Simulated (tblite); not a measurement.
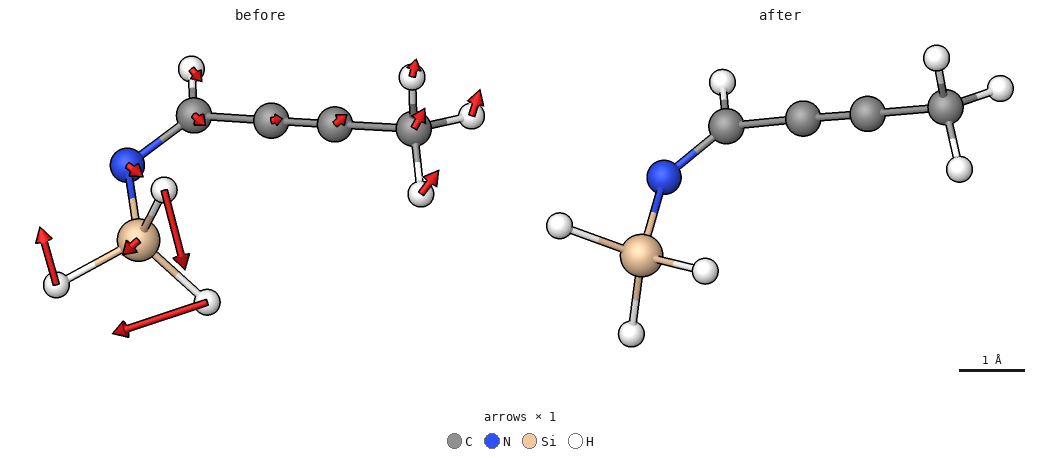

The structure of C$_{4}$H$_{7}$NSi before (left) and after (right) a relaxation, at one scale. The red arrows give the displacements, at their true length.

The picture is a ball-and-stick view, seen from a free direction.

Computed with tblite 0.8.0, GFN2-xTB geometry optimisation, gas phase. 

Q: Summarise the run.

A: After 108 geometry steps the energy has fallen by 44.3 kJ/mol. The atom that moves furthest after the best rigid fit is an H atom (1.62 Å). Largest moves by element: H 1.62 Å, C 0.38 Å, Si 0.36 Å, N 0.34 Å. Among the contacts that change: C–Si 2.849 → 3.319 Å, N–Si 1.788 → 1.715 Å, C–N 1.301 → 1.258 Å, C–C 1.457 → 1.415 Å. Bond angles that change, for instance: C–N–Si 115.9° → 134.9°, N–Si–H 108.0° → 118.4°, N–Si–H 112.6° → 103.0°. Groups turn about N–Si by about 50°. The run took 0.44 s on 1 thread of Arm Neoverse V2 (shared host).
